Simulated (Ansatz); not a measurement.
The compound is PmF3 (I4/mmm).

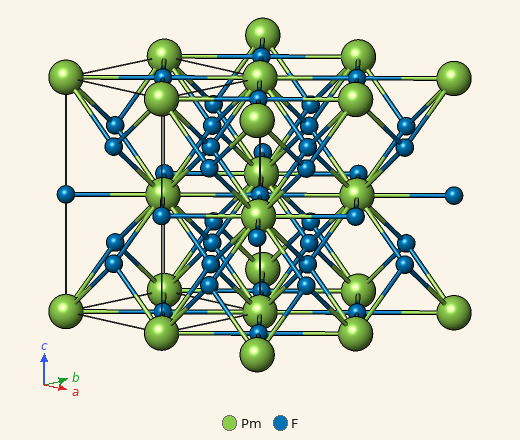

The structure (promethium green, fluorine blue). 2×2×1 conventional cells are drawn. Some periodic images of atoms are drawn too.

It takes space group I4/mmm (No. 139, tetragonal). The conventional cell has a = 3.716 Å, b = 3.716 Å, c = 6.503 Å, α = 90.00°, β = 90.00°, γ = 90.00°. Nearest to Pm lie 12 F at 2.47 to 2.63 Å. Nearest to F lie 4 F at 2.47 Å and 4 Pm at 2.47 Å. Nearest to F lie 8 F at 2.47 Å and 4 Pm at 2.63 Å. Farther neighbours and most contacts between anions are not listed.

```xyz
4
Lattice="-1.8579 1.8579 3.2516 1.8579 -1.8579 3.2516 1.8579 1.8579 -3.2516" Properties=species:S:1:pos:R:3 pbc="T T T"
Pm    0.0000    0.0000    0.0000
F     0.0000    1.8579    1.6258
F     1.8579    0.0000    1.6258
F     0.0000    0.0000    3.2516
```

The cell and positions are those that the Materials Project relaxed with its own functionals (PBE, PBE+U or r2SCAN), kept fixed. Spin-orbit coupling is left out unless a run names it. PAW set soft_2, made with PBE.

A constrained-RPA run (Ansatz 0.2.0; non-magnetic LDA; Pm f, bands v2 to c5, 6×6×6 mesh, medium accuracy) builds 7 functions on bands 0.40 eV wide, with 4.0 electrons in the window. The bare on-site interaction is 27.3 eV and the bare J 0.74 eV.

Q: Estimate U, U′ and J.

On the Pm f shell, U = 7.87 eV (29 % of the bare value), U′ = 6.60 eV, J = 0.60 eV.

The parent state is non-magnetic and the interaction static (zero frequency); U depends on the window and the orbitals, so it belongs to this model alone.

[Paths, hosts, dates, memory and timing lines, banners, echoed tables and standing remarks are left out of the program output.]

[Logs are printed without paths, hosts, clocks, repeated set-up lines and the standing remarks that a program may print on its own settings, such as how far it seeks lower states.]

[Runs of the session that timed out or met a known fault of the program may be left out.]

[Hosts, paths, dates, database ids (printed as entryN), source tags and the programs' standing remarks are cut or masked in the printed files.]
